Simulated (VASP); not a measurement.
Band structure of LiTaO3 (space group R3c). These are PBEsol GGA, VASP's PBE PAW potentials (set 64) (plane waves; VASP) values and carry that method's errors.

Unless said otherwise, spin-orbit coupling is left out, though it shifts the bands of the heavy elements here.

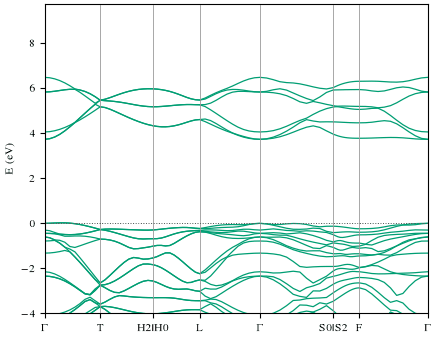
*Bands along high-symmetry lines, zero at the valence-band maximum or, without a gap, the Fermi level*

### Question
Read the plot: is there a gap, and where are the band edges?

### Answer
The gap is indirect, 3.70 eV, from the valence maximum at Γ-T at 0.27 to the conduction minimum at Γ. (Edges off the drawn lines would not show.)

The structure comes from a computed database's LiTaO3 entry (R3c); how it stands against other phases isn't given here. It was relaxed first.
